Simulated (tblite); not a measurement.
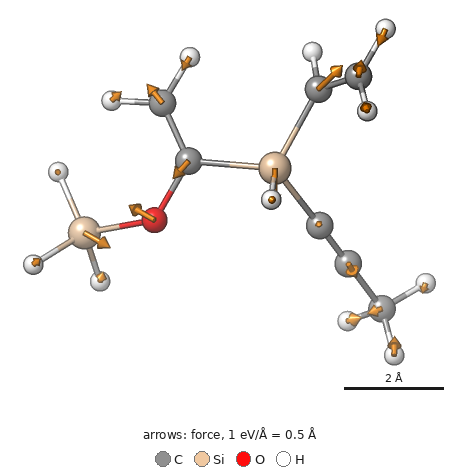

Starting geometry of C7H12OSi2 with the computed forces as orange arrows. A ball-and-stick model, seen at a tilt.

Method: tblite, GFN2-xTB geometry optimisation, gas phase. 

Question: Is this structure relaxed? If not, where do the atoms go?

Answer: It isn't relaxed: the largest force vector, on a C atom, is 1.78 eV/Å. The final displacements have little in common with the starting forces (cosine between the two patterns 0.13). The atom that moves furthest after the best rigid fit is an H atom (1.13 Å). Largest moves by element: H 1.13 Å, O 0.30 Å, C 0.18 Å, Si 0.14 Å. Some distances before and after: O–Si 1.704 → 1.621 Å, C–Si 1.831 → 1.887 Å, C–Si 1.857 → 1.901 Å, H–Si 1.485 → 1.455 Å. Bond angles that change, for instance: O–Si–H 107.5° → 99.1°, H–Si–H 105.3° → 112.9°, C–O–Si 126.4° → 133.9°. Groups turn about O–Si by about 65°. After 165 geometry steps the energy has fallen by 48.6 kJ/mol. The run took 1.6 s on 1 thread of Intel(R) Xeon(R) 6975P-C, on a shared host.
